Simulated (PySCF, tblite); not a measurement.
# C₄H₉AlO: geometry, infrared bands and NMR shifts

Aim: predict the infrared bands and NMR shifts of C₄H₉AlO (`C=C[CH2][AlH][O]C`).

Programs: tblite 0.8.0 and PySCF 2.14.0, with density-fitted response routines of our own. Each step states its level of theory. These are calculated values for one molecule in the gas phase, unless marked as measured. Atoms count from 0, in the outputs and in this text.

## Step 1: The starting structure

15 atoms, charge 0, multiplicity 1; geometry from: force field or distance geometry start.

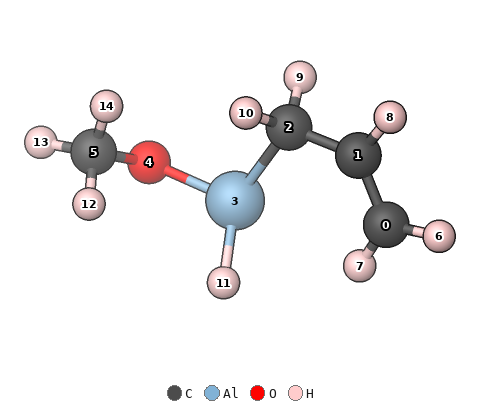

The starting geometry (carbon dark grey, aluminium light blue, oxygen red, hydrogen pink), atoms numbered; sticks join atoms by distance.

## Step 2: Optimising the geometry with GFN2-xTB

Job settings and geometry (Å):

```
{"job": {"kind": "relax", "xc": "GFN2-xTB", "basis": "xTB"}, "charge": 0, "multiplicity": 1}
C      2.638600    -0.718900    -0.259100
C      2.108400     0.511000    -0.132100
C      0.714000     0.845400    -0.358200
Al    -0.432600    -0.698500    -0.936300
O     -2.190600    -0.239000    -1.298400
C     -2.847400     0.094000    -0.101900
H      3.710800    -0.786000    -0.039900
H      2.076200    -1.573900    -0.552600
H      2.782300     1.327800     0.192500
H      0.615700     1.602700    -1.186300
H      0.193800     1.216000     0.557400
H     -0.291600    -2.019100    -0.020400
H     -2.658900    -0.707200     0.628600
H     -3.930100     0.117000    -0.365900
H     -2.493000     1.036800     0.345000
```

On the command line:

```
> OMP_NUM_THREADS=1 python probes_run.py task.json out
```

This one command runs all jobs of the session in turn.

**Question.** This job is followed by: GFN2-xTB harmonic vibrations, gas phase; GIAO PBE0/pcSseg-1 NMR shielding, non-relativistic, gas phase. What will the session give for the following? strongest single infrared mode (GFN2-xTB); zero-point energy (GFN2-xTB); 13C shifts against TMS (PBE0/pcSseg-1); 1H shifts against TMS (PBE0/pcSseg-1, means over atoms taken as alike); 27Al shifts against AlH4- (PBE0/pcSseg-1); 17O shifts against H2O (PBE0/pcSseg-1).

**Answer**, as computed:

```
                                                              quantity                                   value
                             strongest single infrared mode (GFN2-xTB)                   1213 cm⁻¹, 284 km/mol
                                          zero-point energy (GFN2-xTB)                           71.8 kcal/mol
                                13C shifts against TMS (PBE0/pcSseg-1)            142.3, 121.3, 57.1, 21.7 ppm
1H shifts against TMS (PBE0/pcSseg-1, means over atoms taken as alike)  6.02, 5.43, 4.80, 4.41, 4.20, 1.67 ppm
                             27Al shifts against AlH4- (PBE0/pcSseg-1)                                83.7 ppm
                                17O shifts against H2O (PBE0/pcSseg-1)                                65.3 ppm
```

The optimisation took 176 steps and gained 1.484 eV; among the close pairs (by a distance rule), Al3–O4 changed most, from 1.853 to 1.647 Å. The lowest mode is slightly imaginary (13i cm⁻¹), a soft motion within the noise of the Hessian, so the minimum is not strictly shown. The strongest single mode, at 1213 cm⁻¹, moves mainly O4 and C5. Unscaled tight-binding wavenumbers are off by several per cent, some by more. Its intensities can rank the bands wrongly. The most deshielded carbon is C1 (alkene CH), at 142.3 ppm: as expected for a trigonal carbon in a double bond. The most deshielded hydrogen is H8 (hydrogen on an alkene CH), at 6.02 ppm: a vinylic proton, deshielded by the sp2 carbon and the C=C anisotropy. At PBE0/pcSseg-1: The widest tensor belongs to C1: span 239 ppm, with a paramagnetic part of -213 ppm.
